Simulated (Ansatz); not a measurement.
**W8HC8Cl: nudged elastic band (part 3 of 3)**

The same run, continued: W8HC8Cl (slab, 18 atoms in the cell); DFT LDA, scalar-relativistic, plane waves, PAW, PAW set soft_1, no spin polarisation (Ansatz 0.2.0); cutoff 420 eV, 3×3×1 k-mesh, Gaussian smearing of 0.05 eV. The structure derives from an entry of the Crystallography Open Database. The run did not end well. The input holds or restrains some coordinates. It belongs to a series of runs on one base structure; here: band between the two ends.

Geometry of the input (Å; fractional positions):
```
5.7868  0.0000  0.0000
-2.8934  5.0115  0.0000
0.0000  0.0000  16.2473
W  0.0000  0.0000  0.0615
C  0.3342  0.1685  0.1422
W  0.0010  0.0054  0.2329
C  0.3327  0.1658  0.3102
W  -0.0000  0.5000  0.0615
C  0.3334  0.6659  0.1409
W  0.0010  0.5022  0.2354
C  0.3411  0.6846  0.3012
W  0.5000  0.0000  0.0615
C  0.8339  0.1679  0.1421
W  0.5042  0.0054  0.2329
C  0.8336  0.1675  0.3092
W  0.5000  0.5000  0.0615
C  0.8324  0.6659  0.1409
W  0.5019  0.5041  0.2349
C  0.8433  0.6846  0.3012
Cl 0.3507  1.2017  0.4136
H  0.8435  1.1873  0.3765
```

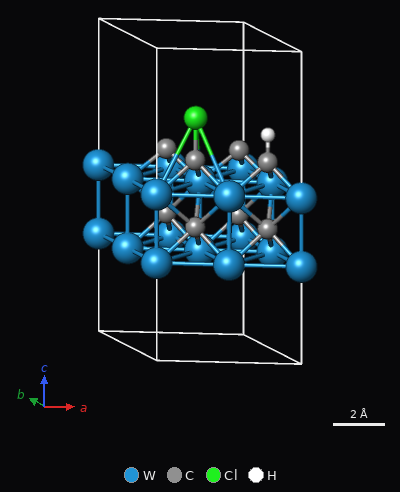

The starting structure (ball-and-stick view of the cell of the calculation, with the vacuum cut short, seen slightly off an axis). An atom can appear more than once, as a periodic image.

### Output, continued
```
  k-point 2: bands = ["-69.7643", "-69.7269", "-69.6987", "-69.6846", "-69.6800", "-69.6290", "-69.5264", "-69.4692", "-34.4074", "-34.3854", "-34.3083", "-34.2709", "-34.2192", "-34.2120", "-34.1991", "-34.1352", "-34.1191", "-34.1038", "-33.9620", "-33.9012", "-33.8850", "-33.8093", "-33.8023", "-33.7892", "-33.7710", "-33.7492", "-33.7104", "-33.6727", "-33.6504", "-33.6387", "-33.6163", "-33.5534", "-12.8997", "-8.9036", "-7.6703", "-7.0095", "-7.0020", "-6.7873", "-6.2992", "-6.0633", "-5.9740", "-2.8713", "-2.5541", "-2.2747", "-2.1767", "-2.0280", "-1.8907", "-1.7907", "-1.2793", "-1.0460", "-0.8007", "-0.5358", "-0.3567", "-0.0435", "0.1496", "0.5313", "0.6937", "0.7919", "0.8560", "1.0771", "1.2038", "1.4024", "1.6880", "1.9424", "2.1023", "2.3171", "2.5202", "2.6715", "2.7893", "3.0140", "3.1030", "3.2127", "3.3241", "3.4689", "3.5640", "3.7416", "4.1904", "4.7010", "4.9446", "5.1219", "5.6650", "5.9477", "6.0687", "6.1790", "6.2790", "6.3709", "6.8170", "7.1654", "7.1961", "7.8621", "8.1605", "8.3479", "8.6332", "9.0006"]
  k-point 4: bands = ["-69.7641", "-69.7270", "-69.6988", "-69.6839", "-69.6804", "-69.6297", "-69.5253", "-69.4697", "-34.4057", "-34.3933", "-34.3080", "-34.2673", "-34.2195", "-34.2135", "-34.2018", "-34.1297", "-34.1223", "-34.1029", "-33.9550", "-33.9038", "-33.8845", "-33.8078", "-33.8009", "-33.7912", "-33.7728", "-33.7452", "-33.7090", "-33.6710", "-33.6498", "-33.6381", "-33.6228", "-33.5550", "-12.8999", "-8.9039", "-7.6708", "-7.0131", "-6.9987", "-6.7934", "-6.3115", "-6.0616", "-5.9618", "-2.8762", "-2.5625", "-2.2718", "-2.1920", "-2.0228", "-1.8728", "-1.7907", "-1.2697", "-1.0412", "-0.8039", "-0.5236", "-0.3399", "-0.0381", "0.1505", "0.5297", "0.6868", "0.7766", "0.8747", "1.0142", "1.1886", "1.4026", "1.7016", "1.9575", "2.1107", "2.2949", "2.5448", "2.6718", "2.8223", "3.0200", "3.1041", "3.2095", "3.3153", "3.4785", "3.5660", "3.7371", "4.1726", "4.6980", "4.9690", "5.1312", "5.6900", "5.9514", "6.0520", "6.1673", "6.2719", "6.3746", "6.8177", "7.1627", "7.1976", "7.8544", "8.1495", "8.3575", "8.5915", "8.9902"]
End of that report.
this run last wrote the band of iteration 80 to [file]; this run last wrote the band within `neb.f_tol` of iteration 55 to [file]
Error: NEB band did not converge after 80 iterations, 1 of which met `neb.f_tol` and sent the band, or an image, back on the path (`neb.climbing`): max|band force component| = 6.62e-1 eV/Å (threshold 5.0e-2); raise `neb.max_iterations` in a new run, which can start from the last band evaluated (`neb.initial_path`, with `crystal.atoms` and `neb.final_atoms` set to its first and last images), add images, or start from endpoints closer to local minima. Where this run's directory can be resumed (`checkpoint.write`), a resume goes on for up to `neb.max_iterations` more; to start a new run from the last band, take its images' positions from the `neb_iteration` event of iteration 80 (`data.images[].positions_ang`), in the event stream of the run that computed that iteration (not this run's, if it was resumed behind it). With `checkpoint.write`, `steps/00-neb/state/checkpoint.json` in the run directory holds the last saved band, under `neb.evaluated.images[].positions_ang` (a band under a hybrid functional on support functions is neither saved nor resumed: `neb.initial_path` says where its path is): check the last entry of `neb.iterations` there, which is earlier than 80 if that iteration was not saved or its write failed. If the band's step has no `state` directory and holds `state.next`, a write was cut short, and the file is under `state.next` instead (behind a loss of power it can be under `state.prev`)
this run wrote the band of iteration 80 to [file] as well, whether or not its events were kept: a new run's `neb.initial_path` can list its `images[].positions_ang`
a run's events are kept only if it was started with --events-out <file>, and are in that file
```

### The last band as extended XYZ (Å, eV, eV/Å)
```
18
Lattice="5.7868 0.0000 0.0000 -2.8934 5.0115 0.0000 0.0000 0.0000 16.2473" Properties=species:S:1:pos:R:3:forces:R:3 image=0 energy=-84036.97113
W     0.0000    0.0000    1.0000    0.0512   0.0963  -0.0413
C     1.4464    0.8445    2.3107    0.0003   0.0037  -0.0052
W    -0.0097    0.0271    3.7833   -0.0011   0.0074   0.0104
C     1.4458    0.8309    5.0397    0.0022  -0.0132  -0.0052
W    -1.4467    2.5058    1.0000   -0.0026  -0.0735  -0.0044
C     0.0029    3.3371    2.2894   -0.0022   0.0006  -0.0016
W    -1.4472    2.5169    3.8238   -0.0017  -0.0009  -0.0116
C    -0.0071    3.4307    4.8939   -0.0051   0.0005   0.0045
W     2.8934    0.0000    1.0000   -0.0564   0.0963  -0.0405
C     4.3398    0.8412    2.3085    0.0008   0.0036  -0.0038
W     2.9020    0.0272    3.7834    0.0001   0.0070   0.0067
C     4.3392    0.8395    5.0232    0.0031  -0.0179  -0.0036
W     1.4467    2.5058    1.0000   -0.0023  -0.1109   0.0943
C     2.8901    3.3371    2.2894    0.0026   0.0004  -0.0007
W     1.4460    2.5264    3.8163    0.0044  -0.0014   0.0019
C     2.8990    3.4307    4.8940    0.0063   0.0003   0.0018
Cl   -1.4475    6.0221    6.7202   -0.0001  -0.0011   0.0038
H     1.4455    5.9504    6.1167    0.0006   0.0027  -0.0052
18
Lattice="5.7868 0.0000 0.0000 -2.8934 5.0115 0.0000 0.0000 0.0000 16.2473" Properties=species:S:1:pos:R:3:forces:R:3 image=1 energy=-84036.82174
W     0.0000    0.0000    1.0000    0.0132   0.0766   0.0827
C     1.4392    0.8369    2.3067   -0.0018  -0.0010   0.0032
W    -0.0196    0.0000    3.7967   -0.0041   0.0020  -0.0013
C     1.3824    0.8929    5.0563   -0.0182   0.0103   0.0381
W    -1.4467    2.5058    1.0000   -0.1645   0.0479   0.0321
C    -0.0191    3.3535    2.2883   -0.0035   0.0014  -0.0036
W    -1.4759    2.5168    3.8273   -0.0107   0.0037   0.0069
C     0.0190    3.3431    4.8954    0.0142  -0.0019  -0.0040
W     2.8934    0.0000    1.0000   -0.2012   0.1820   0.2186
C     4.3235    0.8396    2.3001   -0.0023   0.0012  -0.0006
W     2.8676    0.0180    3.8321   -0.0073   0.0037   0.0099
C     4.3554    0.8228    4.9113    0.0109  -0.0082   0.0008
W     1.4467    2.5058    1.0000   -0.1018  -0.0365  -0.1188
C     2.8851    3.3451    2.3089   -0.0026  -0.0009   0.0066
W     1.4269    2.5241    3.7721   -0.0081   0.0026  -0.0005
C     2.8369    3.3572    5.0228   -0.0130   0.0032   0.0363
Cl   -1.5632    6.1022    6.7465    0.2030  -0.4348  -0.1643
H    -0.1986    8.2383    6.1107    0.2979   0.1486  -0.1418
18
Lattice="5.7868 0.0000 0.0000 -2.8934 5.0115 0.0000 0.0000 0.0000 16.2473" Properties=species:S:1:pos:R:3:forces:R:3 image=2 energy=-84034.64013
W     0.0000    0.0000    1.0000   -0.0053   0.0008   0.0263
C     1.4457    0.8342    2.3005   -0.0011   0.0004  -0.0025
W    -0.0011   -0.0001    3.8160   -0.0019   0.0034  -0.0043
C     1.4507    0.8425    4.9034    0.0013  -0.0012   0.0051
W    -1.4467    2.5058    1.0000    0.0291   0.0113   0.0216
C    -0.0006    3.3411    2.3017   -0.0006   0.0017  -0.0003
W    -1.4526    2.5058    3.8081    0.0055   0.0060  -0.0007
C    -0.0053    3.3435    4.9067   -0.0003  -0.0032  -0.0089
W     2.8934    0.0000    1.0000    0.0028  -0.0344   0.0216
C     4.3396    0.8354    2.3006   -0.0029   0.0012  -0.0006
W     2.8902    0.0042    3.8081   -0.0026  -0.0012  -0.0043
C     4.3336    0.8387    4.8977    0.0071  -0.0063   0.0012
W     1.4467    2.5058    1.0000   -0.0456   0.0237  -0.0331
C     2.8936    3.3421    2.3005   -0.0016   0.0014  -0.0028
W     1.4471    2.5051    3.8018   -0.0018   0.0039  -0.0153
C     2.8885    3.3329    4.9045    0.0014   0.0004  -0.0107
Cl   -2.4845    8.1022    7.4476   -0.0319   0.0215   0.0394
H    -1.5415    7.5651    6.7202    0.0483  -0.0294  -0.0313
18
Lattice="5.7868 0.0000 0.0000 -2.8934 5.0115 0.0000 0.0000 0.0000 16.2473" Properties=species:S:1:pos:R:3:forces:R:3 image=3 energy=-84034.60999
W     0.0000    0.0000    1.0000    0.1845  -0.0771  -0.0509
C     1.4629    0.8292    2.2967   -0.0339   0.0173   0.0063
W     0.0379   -0.0152    3.8100   -0.0519   0.0241   0.0030
C     1.5096    0.8055    4.8747   -0.1657   0.1580   0.2503
W    -1.4467    2.5058    1.0000    0.1965  -0.0273  -0.0651
C     0.0169    3.3329    2.2987   -0.0227   0.0233  -0.0013
W    -1.4073    2.4918    3.8028   -0.0656   0.0105  -0.0303
C     0.0545    3.3291    4.8943   -0.0814   0.0086   0.1061
W     2.8934    0.0000    1.0000    0.1863  -0.1039  -0.1194
C     4.3577    0.8307    2.2979   -0.0215   0.0026  -0.0142
W     2.9446   -0.0136    3.7964   -0.1192   0.0351   0.0426
C     4.3834    0.8275    4.9029   -0.0264  -0.0169  -0.0037
W     1.4467    2.5058    1.0000    0.1641  -0.0734  -0.0497
C     2.9078    3.3354    2.3012   -0.0178   0.0172  -0.0163
W     1.4924    2.4883    3.8060   -0.0679   0.0642  -0.0434
C     2.9418    3.3205    4.8987   -0.0556  -0.0037   0.0191
Cl   -3.3855    8.2448    7.5357    0.0405  -0.0219  -0.0088
H    -4.1090    7.4888    6.7562   -0.0424  -0.0366  -0.0243
18
Lattice="5.7868 0.0000 0.0000 -2.8934 5.0115 0.0000 0.0000 0.0000 16.2473" Properties=species:S:1:pos:R:3:forces:R:3 image=4 energy=-84034.81775
W     0.0000    0.0000    1.0000    0.0439   0.1645   0.5620
C     1.4274    0.8490    2.3299   -0.0276   0.0208   0.0477
W    -0.0438    0.0330    3.8613   -0.1289   0.1132  -0.0340
C     1.2085    1.0659    5.2032   -0.2495   0.1652   0.0859
W    -1.4467    2.5058    1.0000   -0.0656   0.0080   0.0999
C    -0.0187    3.3667    2.3191   -0.0463   0.0487  -0.0083
W    -1.5096    2.5252    3.8112   -0.2235   0.0507  -0.0335
C    -0.1316    3.3876    5.0308   -0.3778   0.2536  -0.0421
W     2.8934    0.0000    1.0000   -0.3298   0.2160   0.6098
C     4.3208    0.8333    2.3008   -0.0596  -0.0062   0.0530
W     2.8069    0.0337    3.8586   -0.2263   0.1088   0.0519
C     4.2602    0.8291    4.9157   -0.2457   0.1830   0.0971
W     1.4467    2.5058    1.0000   -0.2568   0.1128   0.3681
C     2.8911    3.3491    2.2778   -0.0629   0.0387  -0.0276
W     1.3715    2.5462    3.8090   -0.2428   0.1647   0.0225
C     2.7917    3.3472    4.8987   -0.1955  -0.0059   0.0008
Cl   -2.3517    6.8066    6.9041    1.8745  -2.4373  -0.4762
H    -3.5943    8.0514    6.0002    0.8203   0.8008  -1.3769
18
Lattice="5.7868 0.0000 0.0000 -2.8934 5.0115 0.0000 0.0000 0.0000 16.2473" Properties=species:S:1:pos:R:3:forces:R:3 image=5 energy=-84036.77241
W     0.0000    0.0000    1.0000   -0.0226   0.4131  -0.0175
C     1.4431    0.8719    2.3200    0.0058  -0.0612  -0.0122
W    -0.0237    0.0875    3.7873   -0.0059   0.0984  -0.0159
C     1.4087    0.9394    5.0367    0.0456  -0.1396  -0.0191
W    -1.4467    2.5058    1.0000   -0.0212   0.1033  -0.1019
C    -0.0016    3.3680    2.2847    0.0256  -0.0716  -0.0111
W    -1.4571    2.5786    3.8116   -0.0127   0.0169  -0.0380
C    -0.0542    3.4965    4.8885    0.0533  -0.0174  -0.0095
W     2.8934    0.0000    1.0000   -0.0938   0.4081   0.1165
C     4.3332    0.8617    2.3063    0.0045  -0.0520  -0.0243
W     2.8934    0.0947    3.8024    0.0081   0.0790  -0.0041
C     4.3345    0.9332    5.0301    0.0397  -0.0598  -0.0357
W     1.4467    2.5058    1.0000   -0.0747   0.1455  -0.0771
C     2.8873    3.3633    2.2769   -0.0069  -0.0575   0.0172
W     1.4375    2.5954    3.7943    0.0184   0.0780   0.1041
C     2.9116    3.4974    4.8817   -0.0340  -0.0446   0.0432
Cl   -1.5819    6.5032    6.6441    0.2036  -0.4828   0.0626
H    -4.2654    6.2535    6.0835   -0.1330  -0.3557   0.0230
18
Lattice="5.7868 0.0000 0.0000 -2.8934 5.0115 0.0000 0.0000 0.0000 16.2473" Properties=species:S:1:pos:R:3:forces:R:3 image=6 energy=-84035.76979
W     0.0000    0.0000    1.0000    0.1247  -0.0016  -0.1316
C     1.4545    0.8497    2.3126    0.0014  -0.0001  -0.0005
W     0.0070   -0.0047    3.7897   -0.0036   0.0025   0.0057
C     1.4445    0.7469    5.0311   -0.0012   0.0026   0.0016
W    -1.4467    2.5058    1.0000    0.0609   0.1088  -0.1316
C     0.0164    3.3405    2.3126    0.0007   0.0013  -0.0005
W    -1.4472    2.5142    3.7897    0.0004  -0.0044   0.0057
C    -0.0776    3.3833    5.0311    0.0017  -0.0023   0.0016
W     2.8934    0.0000    1.0000   -0.0266  -0.0154  -0.1584
C     4.3490    0.8404    2.2808    0.0000   0.0000   0.0013
W     2.9322    0.0224    3.7370   -0.0051  -0.0030  -0.0083
C     4.4103    0.8758    4.9869    0.0085   0.0049   0.0123
W     1.4467    2.5058    1.0000   -0.1609  -0.0929   0.4093
C     2.8750    3.3304    2.3021   -0.0010  -0.0006  -0.0020
W     1.4627    2.5150    3.8664    0.0098   0.0056  -0.0002
C     2.9667    3.3833    4.9163   -0.0008  -0.0005   0.0007
Cl   -0.5614    4.6874    6.2545   -0.0099  -0.0057   0.0037
H    -4.2097    5.9221    6.0774    0.0011   0.0006  -0.0090
```
